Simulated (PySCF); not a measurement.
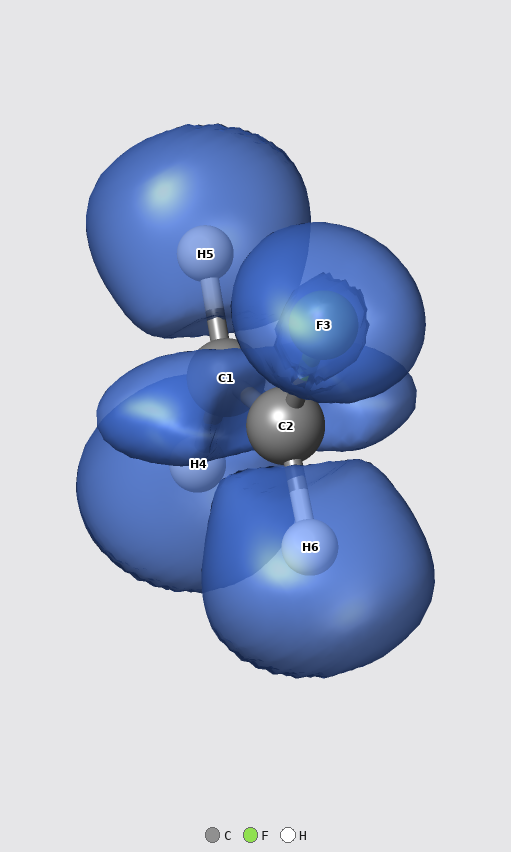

Figure 1: C2H3F (SMILES C=CF). Isosurface of the ELF at 0.75 (blue), seen at an oblique angle. Only the valence region is drawn (cores and ρ < 0.01 e/Å³ removed).

Geometry: PBE0-D3(BJ)/def2-TZVP.

The calculation used PBE0/pcSseg-2, SCF density, gas phase, non-relativistic (PySCF 2.14.0).

```yaml
atoms:
  - { symbol: C, position_ang: [0.3046, 0.2715, -0.5782] }
  - { symbol: C, position_ang: [-0.2736, -0.3056, 0.4541] }
  - { symbol: F, position_ang: [-0.3750, 0.2935, 1.6440] }
  - { symbol: H, position_ang: [0.3582, -0.2599, -1.5178] }
  - { symbol: H, position_ang: [0.7272, 1.2654, -0.5075] }
  - { symbol: H, position_ang: [-0.7175, -1.2949, 0.4591] }
```

**Describe the localisation domains.**

The surface consists of one region between bonded C–C atoms (shared pairs), three regions around hydrogen nuclei and one region on F in which the atom's valence shell and bonds are merged. Profiles from the grid: C–C (1.32 Å): the ELF peaks at about 0.90 between the atoms (a multiple bond). C–F (1.34 Å): the ELF peaks at about 0.85 between the atoms; a polar covalent bond.
